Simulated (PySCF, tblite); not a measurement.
# C₅H₇F₂OS radical: geometry, infrared bands and EPR parameters

Wanted: the infrared bands and EPR parameters of C₅H₇F₂OS radical (`O=[S@]1[C@@H](F)C[CH][C@H]1CF`), by calculation.

Computed with tblite 0.8.0 and PySCF 2.14.0, with density-fitted response routines of our own, on a single molecule in the gas phase. Atoms count from 0, in the outputs and in this text.

## (1) The starting structure

16 atoms, charge 0, multiplicity 2; geometry from: force field or distance geometry start.

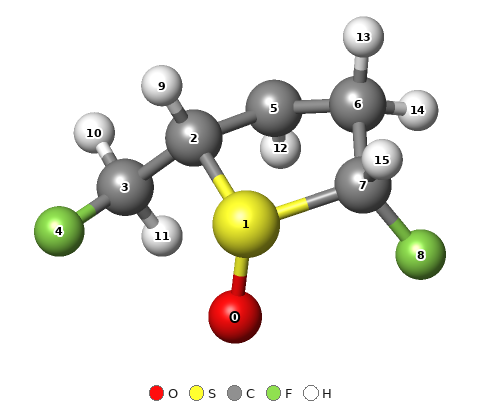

The starting geometry (oxygen red, sulfur yellow, carbon grey, fluorine green, hydrogen white), atoms numbered.

## (2) Geometry optimisation with GFN2-xTB

Job settings and geometry (Å):

```
{"job": {"kind": "relax", "xc": "GFN2-xTB", "basis": "xTB"}, "charge": 0, "multiplicity": 2}
O     -0.256900    -2.087400    -0.858200
S      0.228300    -1.346100     0.350600
C     -0.798400     0.085400     0.651500
C     -2.123800    -0.156500    -0.083100
F     -2.745100    -1.285300     0.402000
C     -0.032100     1.137100    -0.096200
C      1.418700     0.940600     0.107400
C      1.784200    -0.505600     0.031200
F      2.325100    -0.909400    -1.175100
H     -0.930400     0.243100     1.721500
H     -2.747000     0.759800     0.088100
H     -1.944000    -0.231400    -1.182100
H     -0.353700     1.222400    -1.139800
H      1.766100     1.437300     1.045600
H      1.931900     1.446200    -0.757700
H      2.469500    -0.741300     0.883100
```

On the command line:

```console
OMP_NUM_THREADS=1 python probes_run.py task.json out
```

One launch serves the whole session: the jobs run in the order shown.

Output:

```text
step      E/eV     max force
  0    -841.57096    4.987
  1    -842.06581    2.601
  2    -842.25959    0.993
  3    -842.34170    0.600
  4    -842.37392    0.427
  5    -842.40126    0.428
  6    -842.41889    0.332
  7    -842.43654    0.404
  8    -842.45434    0.368
  9    -842.47181    0.274
 10    -842.48544    0.234
 11    -842.49626    0.307
 12    -842.50656    0.315
 13    -842.51718    0.251
 14    -842.52556    0.192
 15    -842.53142    0.169
 16    -842.53663    0.203
 17    -842.54172    0.217
 18    -842.54637    0.160
 19    -842.55023    0.135
 20    -842.55333    0.125
 21    -842.55609    0.146
 22    -842.55863    0.147
 23    -842.56089    0.103
 24    -842.56304    0.133
 25    -842.56545    0.115
 26    -842.56822    0.113
 27    -842.57090    0.113
 28    -842.57316    0.117
 29    -842.57532    0.120
 30    -842.57777    0.118
 31    -842.58047    0.118
 32    -842.58306    0.105
 33    -842.58534    0.117
 34    -842.58744    0.114
 35    -842.58950    0.119
 36    -842.59131    0.113
 37    -842.59255    0.092
 38    -842.59332    0.059
 39    -842.59389    0.067
 40    -842.59447    0.053
 41    -842.59500    0.057
 42    -842.59540    0.045
 43    -842.59559    0.043
 44    -842.59589    0.045
 45    -842.59613    0.034
 46    -842.59634    0.036
 47    -842.59649    0.040
 48    -842.59667    0.042
 49    -842.59694    0.045
 50    -842.59730    0.051
 51    -842.59767    0.053
 52    -842.59796    0.042
 53    -842.59824    0.040
 54    -842.59863    0.049
 55    -842.59919    0.070
 56    -842.59979    0.074
 57    -842.60023    0.053
 58    -842.60052    0.043
 59    -842.60079    0.043
 60    -842.60106    0.074
 61    -842.60133    0.053
 62    -842.60154    0.031
 63    -842.60168    0.026
 64    -842.60177    0.025
 65    -842.60186    0.016
 66    -842.60189    0.009
```

Wall time 0.47 s (1 thread of Arm Neoverse V1, shared host).

Along the way: (not every step is listed)

```
step  energy from step 0 (eV)  largest force (eV/Å)
   0                   0.0000                4.9867
   1                  -0.4949                2.6010
   2                  -0.6886                0.9930
   3                  -0.7707                0.6005
   4                  -0.8030                0.4267
   5                  -0.8303                0.4276
   6                  -0.8479                0.3325
   7                  -0.8656                0.4042
   8                  -0.8834                0.3676
  13                  -0.9462                0.2510
  18                  -0.9754                0.1602
  23                  -0.9899                0.1028
  28                  -1.0022                0.1166
  33                  -1.0144                0.1174
  38                  -1.0224                0.0588
  43                  -1.0246                0.0426
  48                  -1.0257                0.0417
  53                  -1.0273                0.0396
  58                  -1.0296                0.0429
  61                  -1.0304                0.0530
  62                  -1.0306                0.0307
  63                  -1.0307                0.0262
  64                  -1.0308                0.0249
  65                  -1.0309                0.0156
  66                  -1.0309                0.0094
```

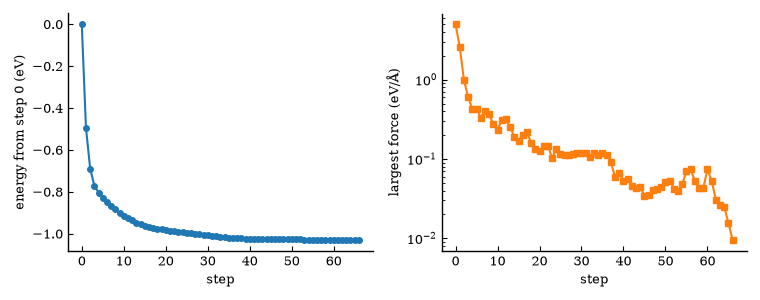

Energy and largest force along the relaxation.

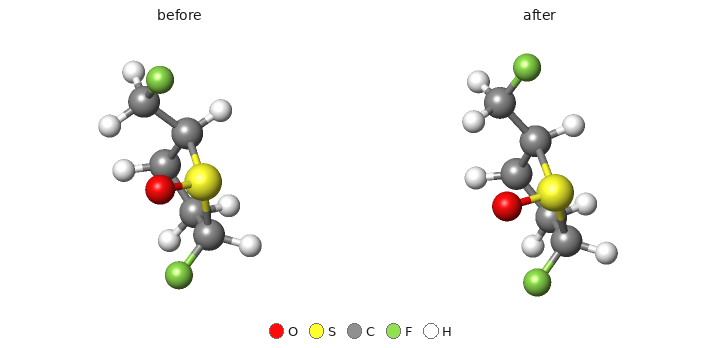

The geometry before (left) and after (right).

Close pairs (by a distance rule), those that changed most:

```
  bond  before (Å)  after (Å)  change (Å)
 S1–C2       1.787      2.039      +0.252
 S1–C7       1.797      1.909      +0.112
 C2–C5       1.501      1.416      -0.085
 C6–C7       1.494      1.540      +0.047
 O0–S1       1.499      1.452      -0.046
C6–H14       1.126      1.089      -0.036
 C2–C3       1.535      1.507      -0.028
C3–H10       1.121      1.095      -0.026
```

The next job starts from the end point, and lists it.

## (3) Vibrational analysis with GFN2-xTB

Job settings and geometry (Å):

```
{"job": {"kind": "ir", "xc": "GFN2-xTB", "basis": "xTB"}, "charge": 0, "multiplicity": 2}
O     -0.061262    -1.999989    -1.167227
S      0.259073    -1.589374     0.188553
C     -0.817507     0.119642     0.466968
C     -2.222475    -0.132405    -0.016356
F     -2.934515    -0.819788     0.933623
C     -0.016756     1.055431    -0.231799
C      1.422171     0.984461     0.137914
C      1.824204    -0.501353     0.077990
F      2.425159    -0.796530    -1.103911
H     -0.751538     0.152467     1.553841
H     -2.759950     0.803910    -0.202102
H     -2.213598    -0.746589    -0.924917
H     -0.302198     1.391843    -1.213895
H      1.585295     1.346361     1.156783
H      2.052254     1.556028    -0.542690
H      2.504044    -0.815171     0.875815
```

Output:

```text
mode    cm-1     km/mol
  1      22.2      3.54
  2      57.4      4.41
  3     142.5      4.69
  4     167.2      4.88
  5     188.9      1.51
  6     219.9      5.28
  7     295.3      4.82
  8     311.4      2.99
  9     392.6     14.11
 10     406.6      8.02
 11     443.6     12.16
 12     498.6      6.73
 13     537.2     16.93
 14     634.3     34.06
 15     696.7     38.99
 16     875.2     10.22
 17     942.7      5.02
 18     955.2      7.11
 19     994.6      3.56
 20    1030.0     69.81
 21    1039.7      8.17
 22    1070.3     32.02
 23    1099.3     14.29
 24    1126.1     17.82
 25    1159.6    260.76
 26    1176.4     58.44
 27    1199.1     13.04
 28    1201.9      8.81
 29    1222.3      5.17
 30    1266.4      5.04
 31    1275.4     15.94
 32    1315.3      2.93
 33    1399.5      8.14
 34    1431.2      3.83
 35    1443.5      5.95
 36    2928.8      8.33
 37    2936.3     12.64
 38    2940.2     17.28
 39    2949.7     25.79
 40    2972.8     10.95
 41    3017.8      5.65
 42    3116.1      8.62
```

Wall time 0.58 s (1 thread of Arm Neoverse V1, shared host).

Which atoms move in the most intense modes:

```
cm⁻¹  km/mol                                atoms
 634    34.1           H12 31 %, C7 31 %, C5 14 %
 697    39.0           C7 33 %, C5 32 %, H12 13 %
1030    69.8  H14 18 %, C3 16 %, C7 14 %, C6 14 %
1070    32.0                    H15 43 %, C7 16 %
1126    17.8           H15 28 %, C7 12 %, C6 10 %
1160   260.8                     O0 49 %, S1 26 %
1176    58.4  H9 18 %, H13 17 %, C7 12 %, O0 11 %
2950    25.8                             H13 84 %
```

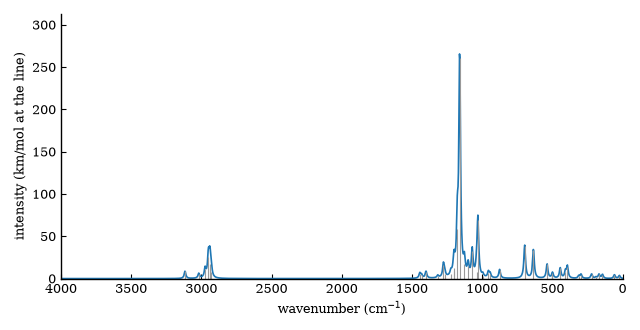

The infrared spectrum from these modes, unscaled. Lines are broadened to a width of 14 cm⁻¹ (Lorentzian).

## (4) EPR parameters: B3LYP/pcH-1

Same as in step 3 but for these lines:

```diff
@@ -1,2 +1,2 @@
-{"job": {"kind": "ir", "xc": "GFN2-xTB", "basis": "xTB"}, "charge": 0, "multiplicity": 2}
+{"job": {"kind": "epr", "basis": "pcH-1"}, "charge": 0, "multiplicity": 2}
 O     -0.061262    -1.999989    -1.167227
```

Level: UKS B3LYP, pcH-1 on C F H O S, non-relativistic, mean-field spin-orbit, GIAO.

Output:

```text
UKS, coarse grid
  cycle   1  E = -867.50252928  |g| = 8.25e-01
  cycle   2  E = -865.54249161  |g| = 2.23e+00
  cycle   3  E = -867.67434993  |g| = 3.90e-01
  cycle   4  E = -867.73130196  |g| = 1.69e-01
  cycle   5  E = -867.74253806  |g| = 3.84e-02
  cycle   6  E = -867.74315689  |g| = 1.83e-02
  cycle   7  E = -867.74332685  |g| = 5.17e-03
  cycle   8  E = -867.74334488  |g| = 2.29e-03
  cycle   9  E = -867.74334964  |g| = 1.05e-03
  cycle  10  E = -867.74335084  |g| = 4.32e-04
UKS, final grid
  cycle   1  E = -867.74332365  |g| = 7.36e-04
  cycle   2  E = -867.74332292  |g| = 1.50e-03
  cycle   3  E = -867.74332388  |g| = 2.41e-04
  cycle   4  E = -867.74332391  |g| = 2.73e-05
  cycle   5  E = -867.74332391  |g| = 2.03e-05
E = -867.74332391 Eh   <S^2> = 0.7626 (exact 0.7500)
g shifts (ppm)      1          2          3
  rmc          -184       -184       -184
  gc            -10         38         23
  oz_so         235        465       4833
  total          41        319       4672
hyperfine (MHz)  atom isotope    a_iso     a_fc   dipolar eigenvalues
    0   17O      -8.77      -8.46    -33.20     16.07     17.13
    1   33S       3.19       3.44    -23.26    -20.00     43.26
    2   13C     -40.70     -40.70    -14.87      5.05      9.82
    3   13C       2.72       2.72     -1.01      0.06      0.95
    4   19F      -1.44      -1.42     -4.27     -2.60      6.87
    5   13C     107.95     108.08    -67.53    -66.67    134.20
    6   13C     -16.62     -16.62     -1.19     -0.74      1.93
    7   13C      58.83      58.94     -3.68     -2.62      6.31
    8   19F      -0.21       0.04     -8.10     -5.26     13.35
    9    1H      85.68      85.69     -4.73     -2.42      7.15
   10    1H      -8.05      -8.05     -2.65     -1.93      4.58
   11    1H      -5.19      -5.19     -2.29     -1.03      3.32
   12    1H     -44.88     -44.88    -32.20      0.08     32.11
   13    1H      69.89      69.88     -4.88     -3.21      8.09
   14    1H       3.36       3.36     -4.66     -2.92      7.58
   15    1H      -0.31      -0.30     -3.32     -0.57      3.90
```

Wall time 2.4 min (1 thread of Arm Neoverse V1, shared host); peak memory 1.1 GiB.

Principal g values 2.00236, 2.00264, 2.00699; g(iso) = 2.00400, against 2.00232 for a free electron.

Hyperfine couplings, nucleus by nucleus at this fixed geometry (no averaging over rotations):

```
nuclei  isotope  a(iso) (MHz)  a(iso) (G, at g = 2.0023)  largest dipolar term (MHz)
    C5      13C         108.0                       38.5                       134.2
    H9       1H          85.7                       30.6                         7.2
   H13       1H          69.9                       24.9                         8.1
    C7      13C          58.8                       21.0                         6.3
   H12       1H         -44.9                      -16.0                       -32.2
    C2      13C         -40.7                      -14.5                       -14.9
    C6      13C         -16.6                       -5.9                         1.9
    O0      17O          -8.8                       -3.1                       -33.2
   H10       1H          -8.0                       -2.9                         4.6
   H11       1H          -5.2                       -1.9                         3.3
   H14       1H           3.4                        1.2                         7.6
    S1      33S           3.2                        1.1                        43.3
    C3      13C           2.7                        1.0                        -1.0
    F4      19F          -1.4                       -0.5                         6.9
```

Mulliken spin populations:

O0 0.09; S1 0.17; C2 -0.14; C3 0.01; F4 0.00; C5 0.86; C6 -0.06; C7 0.03; F8 0.00; H9 0.04; H10 0.00; H11 0.00; H12 -0.03; H13 0.03; H14 0.00; H15 0.00

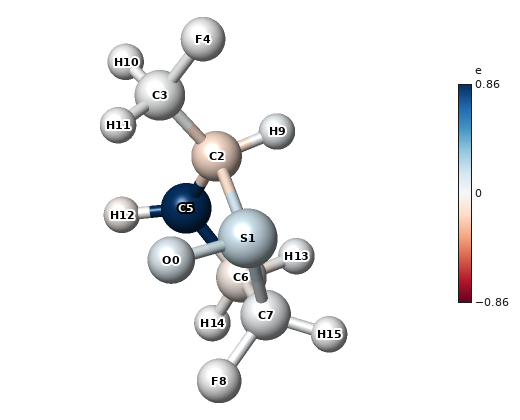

Mulliken spin populations, as colours on the atoms.

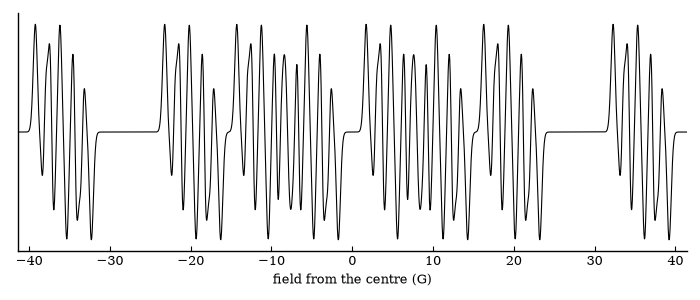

First-order isotropic spectrum (first derivative, main isotopes with spin only, couplings over 0.8 MHz, Gaussian width 0.3 G; couplings of the frozen geometry, rotation of groups not averaged beyond the rows shown).

Orbitals, density, ELF and potential are computed afterwards from the orbital file.

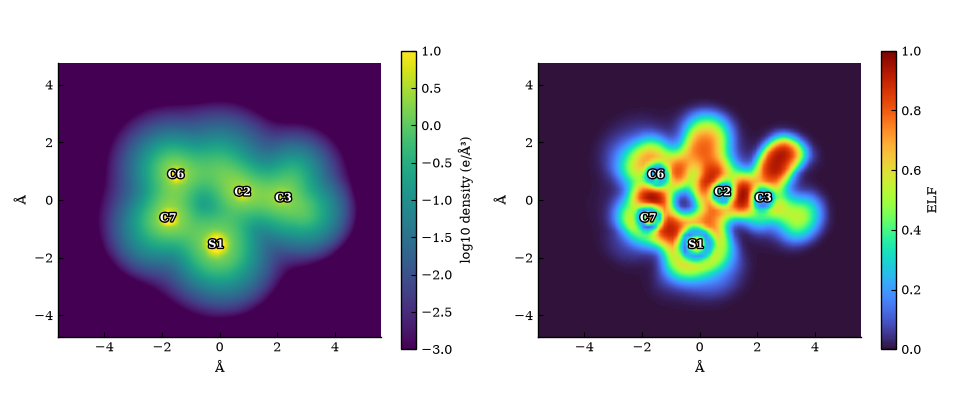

Density (left) and ELF (right) in a plane through or near 5 of the atoms.

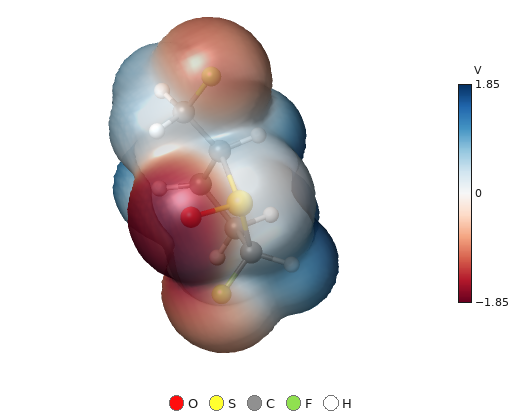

The potential that a unit positive charge feels on the 0.002 e/bohr³ surface, from -1.85 V near O0 to 1.84 V near H15.

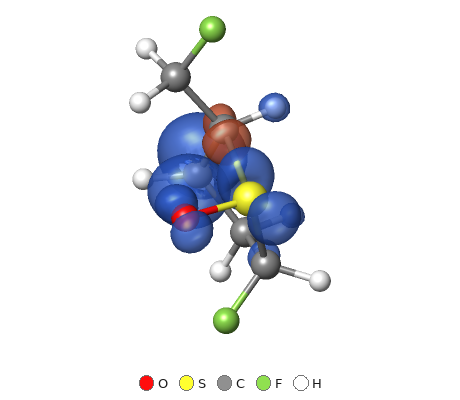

Spin density at ±0.04 e/Å³ (alpha excess blue, beta excess red).

## (5) Results

| quantity | value |
| --- | --- |
| strongest single infrared mode (GFN2-xTB) | 1160 cm⁻¹, 261 km/mol |
| zero-point energy (GFN2-xTB) | 70.2 kcal/mol |
| g(iso) (B3LYP) | 2.00400 |
| ⟨S²⟩ | 0.763 (exact 0.75) |
| largest a(iso) | 13C on C5, 108.0 MHz |
| potential on the surface of density 0.002 e/bohr³, 1st and 99th percentile | -1.85 V and 1.84 V |

Relaxing lowered the energy by 1.031 eV in 66 steps; the close pair that moved most is S1–C2, from 1.787 to 2.039 Å. All 42 modes are real, so the xTB geometry is a minimum. The strongest single mode, at 1160 cm⁻¹, moves mainly O0 and S1. Unscaled tight-binding wavenumbers are off by several per cent, some by more. Its intensities can rank the bands wrongly. Most of the unpaired spin sits on C5 (0.86 e). The isotropic g lies 1.7 ppt above the free-electron value. These values are for one conformer; the search (at its own cheap level) found 2 more, at 0.43, 0.92 kcal/mol, and measured spectra average over such forms.
